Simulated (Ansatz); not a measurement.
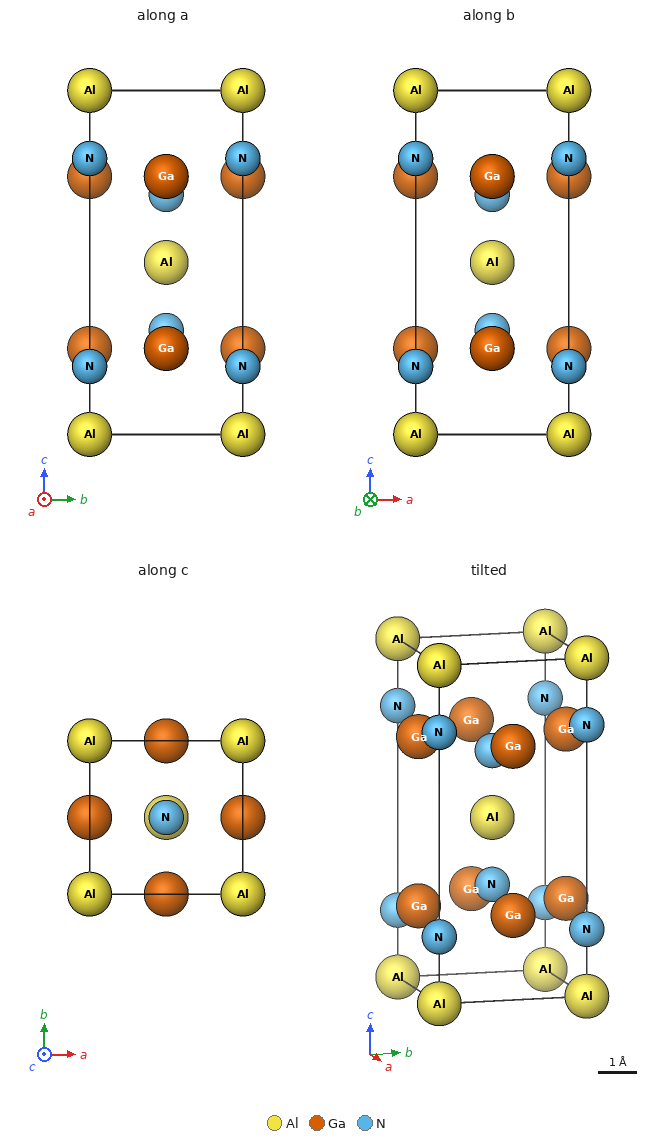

We look at a spheres-only model of the crystal along the a axis, along the b axis, along the c axis and slightly off an axis. The edges of the conventional unit cell are marked.

Lattice parameters: a = 4.142 Å, b = 4.142 Å, c = 9.296 Å, α = 90.00°, β = 90.00°, γ = 90.00°.

> Transcribe the picture into a table of Wyckoff sites, with free fractional coordinates to two decimals.

Space group I4/mmm (No. 139).
```tsv
atom	site	x	y	z
Al	2a	0.00	0.00	0.00
Ga	4d	0.50	0.00	0.25
N	4e	0.50	0.50	0.30
```

The model was built from a structure type filled with these elements by a generator (whether the compound takes this form wasn't checked). Relaxation method: Ansatz, DFT PBE, scalar-relativistic, plane waves, PAW.
